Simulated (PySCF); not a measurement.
## Electronic structure of C₂H₇BrSi (SiHMe2Br) in real space

```yaml
atoms:
  - { symbol: Si, position_ang: [-0.2576, -0.4820, 0.3981] }
  - { symbol: H, position_ang: [-0.3711, -0.7008, 1.8703] }
  - { symbol: C, position_ang: [1.5333, -0.4732, -0.1356] }
  - { symbol: H, position_ang: [2.0373, -1.4010, 0.1733] }
  - { symbol: H, position_ang: [2.0627, 0.3804, 0.3174] }
  - { symbol: H, position_ang: [1.6081, -0.3883, -1.2305] }
  - { symbol: C, position_ang: [-1.1725, 1.0642, -0.1160] }
  - { symbol: H, position_ang: [-2.2233, 1.0207, 0.2064] }
  - { symbol: H, position_ang: [-1.1530, 1.1778, -1.2105] }
  - { symbol: H, position_ang: [-0.7066, 1.9550, 0.3351] }
  - { symbol: Br, position_ang: [-1.2592, -2.2381, -0.5771] }
```

Geometry: PBE0-D3(BJ)/def2-SVP.

Computed with PySCF, B3LYP/def2-SVPD, SCF density, gas phase.

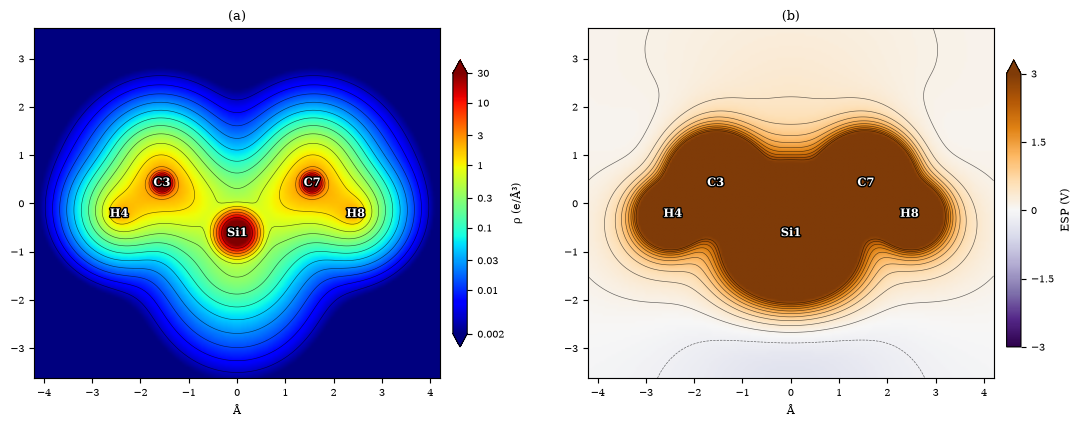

Figure 1. (a) electron density; (b) molecular electrostatic potential on the plane of atoms Si1, C7 and H8.

Q: What do the fields say about this system?

A:
- The plane passes through Si, C and H nuclei.
- C–Si (1.87 Å): ρ is about 0.98 e/Å³ halfway.
- C–H (1.10 Å): the density is about 1.9 e/Å³ at the midpoint.
- Outside the dense part of the molecule the potential is most negative (−0.4 V) near Br11, which lies off the plane.

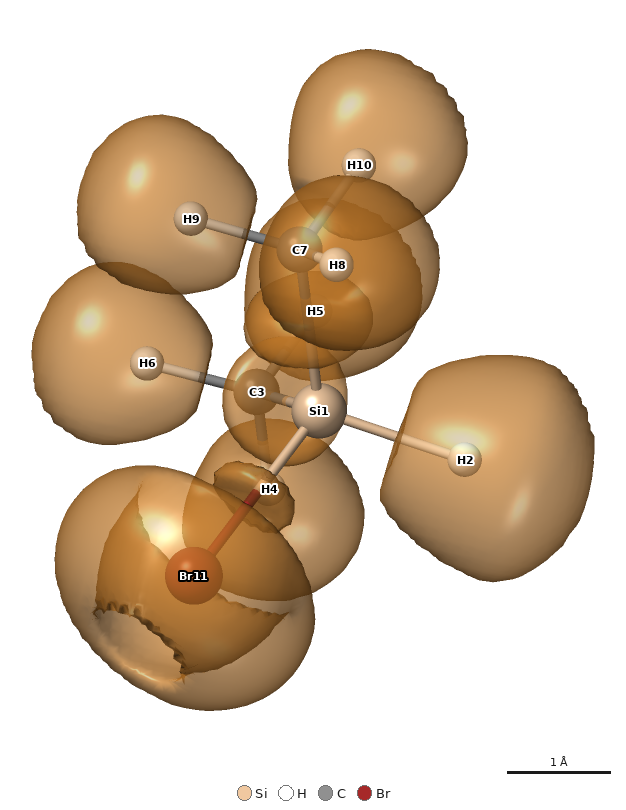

Figure 2. Isosurface of the ELF at 0.8 (orange), seen at an oblique angle. Core shells and regions of very low density are left out.

Q: Where are the electrons localised?

A: At this value the surface marks out one region between bonded Br–Si atoms (shared pairs), two regions between bonded C–Si atoms (shared pairs), seven regions around hydrogen nuclei and one ring or bowl of non-bonding electrons around Br. Along the contacts the grid gives the following. C–Si (1.87 Å): the ELF peaks at about 0.95 between the atoms (a shared electron pair). Si–Br (2.24 Å): the ELF peaks at about 0.85 between the atoms, as expected for a shared but strongly polarised pair.

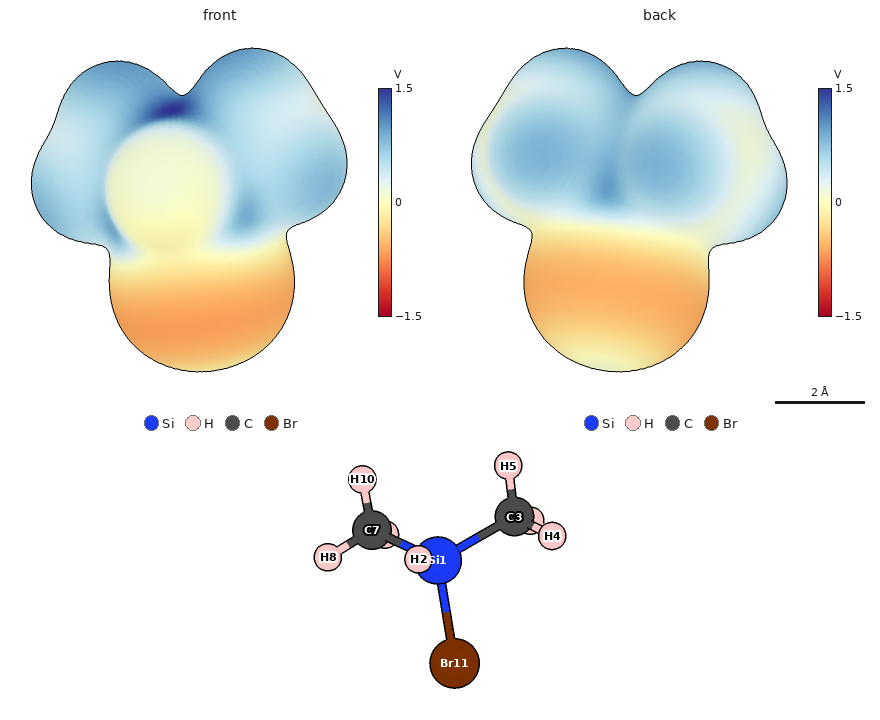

Figure 3. The electrostatic potential painted on the density surface at 0.002 e/bohr³, seen from the front and from behind; the colour scale runs from red (negative) to blue (positive). The bare structure is drawn below in the same view.

Q: Describe the electrostatic potential map.

A: The most negative region (about −0.7 V) lies over Br11, the most positive (about +1.4 V) over Si1.

Q: What dipole moment does the calculation give?

A: Its dipole moment is 2.29 D.
